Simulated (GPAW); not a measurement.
# O K edge of TaO2 (P4_2/mnm): cell size and cost

How large a supercell does the O K edge of TaO2 (P4_2/mnm) need, and what does it cost? The absorber has 1 Ta at 2.02 Å and 2 Ta at 2.09 Å (distorted trigonal planar, site symmetry m2m).

The runs were made apart and are set side by side; the one with the holes farthest apart serves as the reference. All curves get a further Gaussian of 1.5 eV full width, so that line shapes and meshes matter less.

### Step 1. Cost and result by level

| run | hole distance (Å) | k mesh | core time | raw zero (eV) | zero less the added terms (eV) | r.m.s. from the reference after the best shift (%) |
| --- | --- | --- | --- | --- | --- | --- |
| GPAW LDA, 12 atoms | 5.8 | 6×6×6 | 8.2 min | 535.2 | 526.3 | 2 |
| GPAW LDA, 24 atoms | 7.1 | 6×6×6 | 83 min | 535.2 | 526.3 | - |

Times are from shared hosts. The zero: total-energy differences, less 8.8 eV, the free-atom term for the hole's spin; LDA puts this hole about 4 eV below PBE, itself good to a few eV.

```
E (eV)  GPAW LDA, 12 atoms  GPAW LDA, 24 atoms
  -2.0                0.00                0.00
  -0.5                0.27                0.24
   1.0                1.06                1.06
   2.5                0.79                0.77
   4.0                1.25                1.32
   5.5                2.01                1.96
   7.0                1.81                1.82
   8.5                1.25                1.26
  10.0                1.15                1.15
  11.5                1.07                1.06
  13.0                0.67                0.68
  14.5                0.42                0.44
  16.0                0.35                0.35
  17.5                0.48                0.46
  19.0                0.70                0.69
  20.5                0.72                0.73
  22.0                0.58                0.60
  23.5                0.50                0.52
  25.0                0.55                0.55
  26.5                0.75                0.72
  28.0                0.99                0.96
  29.5                1.17                1.19
  31.0                1.37                1.40
```

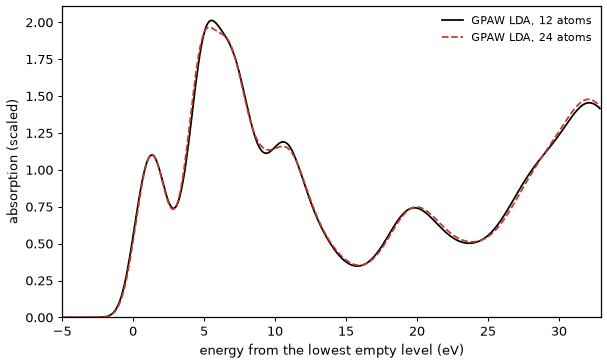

The spectra after the common broadening.

### Step 2. Reading

The smallest cell differs from the reference by 2 % r.m.s. after a shift of 0.0 eV at 0.098 of its cost, so it already gives the shape. Its highest intensity below 16 eV lies at 5.5 eV against 5.4 eV. Whether the reference itself is converged wasn't tested.

 Lifetime broadening is put in by hand, and intensities beyond about 20 eV depend on it. Meshes are coarse enough for small ripples in TaO2 (P4_2/mnm). No gap over 0.35 eV is found on the unit cell's mesh (right for a metal, a fault of the functional for a small-gap or correlated insulator) in TaO2 (P4_2/mnm) and TaO2 (P4_2/mnm). Some cells keep the holes under 6.5 Å apart, so shapes are probably not fully converged. The structures are entries of the Materials Project (computed), used as given.

[Logs are printed without paths, hosts, clocks, repeated set-up lines and the standing remarks that a program may print on its own settings, such as how far it seeks lower states.]

[Hosts, paths, dates, database ids (printed as entryN), source tags and the programs' standing remarks are cut or masked in the printed files.]
